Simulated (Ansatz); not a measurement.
Se (trigonal-Se type, space group P3_121)

```xyz
3
Lattice="4.5345 0.0000 0.0000 -2.2673 3.9270 0.0000 0.0000 0.0000 5.0415" Properties=species:S:1:pos:R:3 pbc="T T T"
Se     0.9892     0.0000     4.2012
Se    -0.4946     0.8566     0.8402
Se     1.7727     3.0704     2.5207
```

E(V) scan at fixed shape, V₀ the volume above. The atoms relax within the cell's symmetry.

Computed with PBE (plane waves to 420 eV, PAW, scalar-relativistic; Ansatz, a quantum-chemistry and plane-wave program). k mesh 8×8×7 (Γ-centred), Fermi-Dirac smearing 0.05 eV. Energies are smeared free energies. With the shape held, the modulus is that of even scaling; a crystal free to change shape is softer. Se was relaxed with its symmetry unable to fall. The zero of ΔE is the relaxed starting cell.

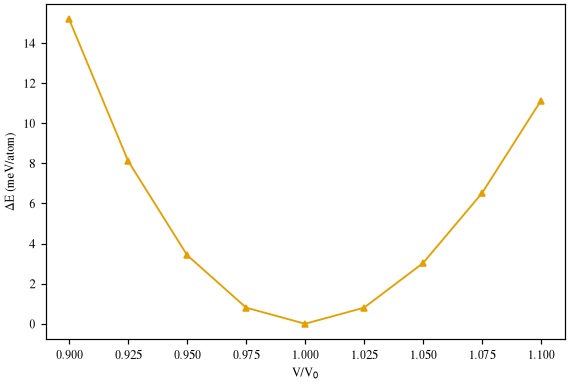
ΔE (meV/atom) against V/V₀; markers are the computed points, lines only join them.

**Question.** What bulk modulus at fixed cell shape B₀ follows from a third-order Birch-Murnaghan fit?

**Answer.** About 14 GPa.

**Question.** What is ΔE at V/V₀ = 0.900?

**Answer.** About 15 meV/atom.

**Question.** What is ΔE at V/V₀ = 1.100?

**Answer.** About 11 meV/atom.

(A scan under strain: stresses follow from slopes of the energy per volume, elastic moduli from its curvatures.)
